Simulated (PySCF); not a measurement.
Be(H)(GeH3), H₄BeGe, SMILES [GeH3][BeH] at its PBE0/def2-SVP optimised geometry (Å):

```
6

Be     0.7342    -0.3565     0.0000
H      2.0740    -0.3558     0.0010
Ge    -1.4764    -0.3565     0.0000
H     -2.0740    -1.0694    -1.2342
H     -2.0728    -1.0689     1.2352
H     -2.0727     1.0694     0.0000
```

Level of theory: PBE0/def2-TZVP (PySCF).

Map of the log10 of the electron density (e/bohr³), floored at −4 on the plane z = 1.0 Å:

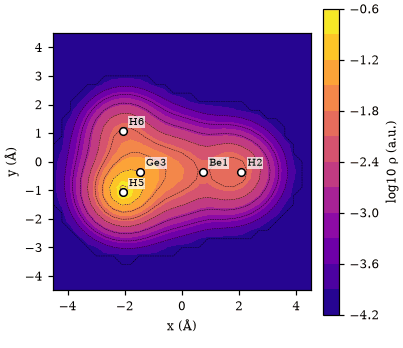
Figure. Log10 of the electron density (e/bohr³), floored at −4 on the plane z = 1.0 Å.
